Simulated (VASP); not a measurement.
Band structure of ScZr$_{3}$N$_{4}$ (ordered alloy cell). Computed with PBEsol GGA, VASP's PBE PAW potentials (set 64) (plane waves; VASP).

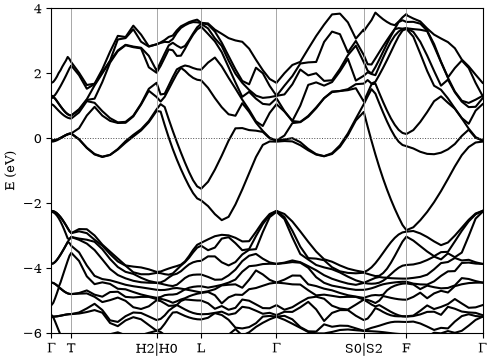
Figure. Bands along high-symmetry lines, zero at the valence-band maximum or, without a gap, the Fermi level

Problem. Read the plot: is there a gap, and where are the band edges?

Solution. It has no gap at this level: it comes out as a metal or semimetal. (Edges off the drawn lines would not show.)

The structure was generated: ScZr3N4 was put into an ordered model structure (R-3m), which need not be its known phase. It was relaxed first. The electron count is odd and the run is not spin-polarised, which forces a metal.
